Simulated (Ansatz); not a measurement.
# BHLYP/cc-pVDZ run of C2H7NSi (SMILES C=NC[SiH3])

Aim: the vertical singlet–triplet gap of C2H7NSi at BHLYP/cc-pVDZ, from 2 runs. 

The calculation is run with Ansatz 0.2.0.

52 further runs of the same task are left out: 52 set aside as unsound or not needed.

## Step 1: Starting point

C2H7NSi: 11 atoms, total charge 0, spin state singlet. As SMILES, `C=NC[SiH3]`. Geometry: relaxed at PBE0-D4/def2-TZVP. This is one conformer, not always the lowest.

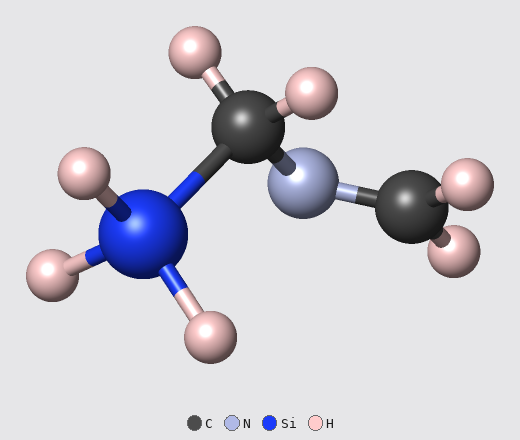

Viewed from a chosen angle; carbon dark grey, nitrogen light blue, silicon blue, hydrogen pink.

## Step 2: The energy at BHLYP/cc-pVDZ

Contents of run.yaml:

```yaml
crystal:
  periodic: [false, false, false]
  atoms:
    - {symbol: C, position_ang: [-0.639400, 1.869300, 0.363900]}
    - {symbol: "N", position_ang: [-0.998600, 0.713100, 0.018000]}
    - {symbol: C, position_ang: [-0.299000, -0.417000, 0.562600]}
    - {symbol: Si, position_ang: [0.706300, -1.257400, -0.802700]}
    - {symbol: H, position_ang: [-1.145900, 2.733500, -0.063200]}
    - {symbol: H, position_ang: [0.166900, 2.059000, 1.086600]}
    - {symbol: H, position_ang: [-1.029900, -1.151400, 0.917900]}
    - {symbol: H, position_ang: [0.365200, -0.161700, 1.404500]}
    - {symbol: H, position_ang: [1.729600, -0.311300, -1.319900]}
    - {symbol: H, position_ang: [-0.179800, -1.683000, -1.914500]}
    - {symbol: H, position_ang: [1.389900, -2.450100, -0.232400]}
basis:
  gaussian: {orbitals: cc-pVDZ}
hamiltonian: {xc: {name: BHLYP}}
accuracy: high
output: {orbitals: {seedname: orbitals}}
```

Command:

```console
$ ansatz run run.yaml --threads 1 --pin off --max-ram 2610MiB --events-out events.jsonl --progress --plain --runs-dir runs
```

Log:

```text
Warning: RAYON_NUM_THREADS=1 ignored (pool sized by the plan → 1); use --threads N
Functional definition: BHLYP
  name "BHLYP"
  parameter a = 0.5
  exchange = (1 - a)*b88_x + a*exact_x
  correlation = lyp_c
2314 factors; integrals over basis functions are off by at most 3.8e-9 eV
mean field evaluation 1: about -11549.1924 eV, gradient 3.3e1 eV
mean field evaluation 2: about -11549.3979 eV, gradient 3.3e1 eV
mean field evaluation 4: about -11551.9334 eV, gradient 1.9e0 eV
mean field evaluation 8: about -11552.4159 eV, gradient 2.1e-1 eV
mean field evaluation 16: about -11552.4160 eV, gradient 4.9e-5 eV
mean field -11552.41604689 eV, -424.5434592143 hartree, gradient 2.6e-8 eV, S^2 0.000000; 0 other end points of the search recorded, 0 dependent functions left out
reference -11552.41607721 eV, -424.5434603287 hartree; 20, 20 occupied and 75, 75 virtual orbitals, 2314 factors
Total energy: -11552.41607721 eV, -424.5434603287 hartree
```

Wall time 13 s (1 thread of Arm Neoverse V1, shared host); peak memory 0.33 GiB.

## Step 3: The triplet at the same level

Contents of molecule.yaml:

```yaml
crystal:
  periodic: [false, false, false]
  atoms:
    - symbol: C
      position_ang: [-0.639400, 1.869300, 0.363900]
    - symbol: N
      position_ang: [-0.998600, 0.713100, 0.018000]
    - symbol: C
      position_ang: [-0.299000, -0.417000, 0.562600]
    - symbol: Si
      position_ang: [0.706300, -1.257400, -0.802700]
    - symbol: H
      position_ang: [-1.145900, 2.733500, -0.063200]
    - symbol: H
      position_ang: [0.166900, 2.059000, 1.086600]
    - symbol: H
      position_ang: [-1.029900, -1.151400, 0.917900]
    - symbol: H
      position_ang: [0.365200, -0.161700, 1.404500]
    - symbol: H
      position_ang: [1.729600, -0.311300, -1.319900]
    - symbol: H
      position_ang: [-0.179800, -1.683000, -1.914500]
    - symbol: H
      position_ang: [1.389900, -2.450100, -0.232400]
basis:
  gaussian:
    orbitals: cc-pVDZ
magnetization:
  spin_polarized: true
  initial_magnetization: 2
hamiltonian:
  xc: {name: BHLYP}
accuracy: high
output:
  orbitals: {seedname: orbitals}
```

Command:

```console
$ ansatz run molecule.yaml --threads 1 --pin off --max-ram 2610MiB --events-out events.jsonl --progress --plain --runs-dir runs
```

Log:

```text
Warning: RAYON_NUM_THREADS=1 ignored (pool sized by the plan → 1); use --threads N
Functional definition: BHLYP
  name "BHLYP"
  parameter a = 0.5
  exchange = (1 - a)*b88_x + a*exact_x
  correlation = lyp_c
2314 factors; integrals over basis functions are off by at most 3.8e-9 eV
mean field evaluation 1: about -11545.0735 eV, gradient 2.3e1 eV
mean field evaluation 2: about -11546.4068 eV, gradient 1.8e1 eV
mean field evaluation 4: about -11548.0953 eV, gradient 1.6e0 eV
mean field evaluation 8: about -11548.2046 eV, gradient 1.5e-1 eV
mean field evaluation 16: about -11548.2052 eV, gradient 1.3e-3 eV
mean field evaluation 32: about -11548.2052 eV, gradient 9.3e-7 eV
mean field -11548.20518477 eV, -424.3887128856 hartree, gradient 6.8e-8 eV, S^2 2.008924; 2 other end points of the search recorded, 0 dependent functions left out
reference -11548.20521457 eV, -424.3887139808 hartree; 21, 19 occupied and 74, 76 virtual orbitals, 2314 factors
Total energy: -11548.20521457 eV, -424.3887139808 hartree
```

It took 32 s on 1 thread of Arm Neoverse V1, shared host; peak memory 0.46 GiB.

## Step 4: Outcome

At BHLYP/cc-pVDZ:

```
                                        quantity          value
                           singlet: total energy  -424.54346 Eh
                            singlet: HOMO energy       -8.74 eV
                            singlet: LUMO energy        1.09 eV
                          singlet: HOMO–LUMO gap        9.83 eV
                           triplet: total energy  -424.38871 Eh
     triplet: HOMO energy (highest over α and β)       -4.22 eV
      triplet: LUMO energy (lowest over α and β)       -2.83 eV
                                   triplet: ⟨S²⟩          2.009
vertical energy of the triplet above the singlet       4.211 eV
```

At this shape the triplet lies 4.21 eV (406 kJ/mol) above the singlet.
